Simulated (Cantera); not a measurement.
A closed system holds: 1 mol borazine, 0.18 mol O2, equilibrated at 0.100 bar.

Method: chemical equilibrium by Gibbs-energy minimisation in Cantera with the NASA 1993 tables (ideal gas, pure condensed phases). Candidate condensed phases: B, BN, B2O3, B3O3H3, H2O; 39 gas species. The feed counts by its element totals alone. Mutual solubility and eutectic melting of coexisting phases are not modelled. The tables' values for BH2 are old estimates; treat these amounts as uncertain. Gases not in the tables: H3BO3, B2H6 and higher boranes. Rates play no part.

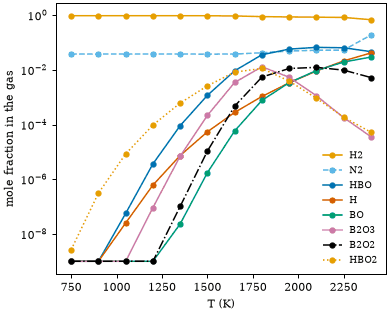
Figure. Equilibrium gas composition (values under 1e-9 drawn at 1e-9)

From 750 K to 1650 K the condensed part is BN(s) + B2O3(l). From 1800 K to 2250 K the condensed part is BN(s). At 2400 K the condensed part is B(l) + BN(s).
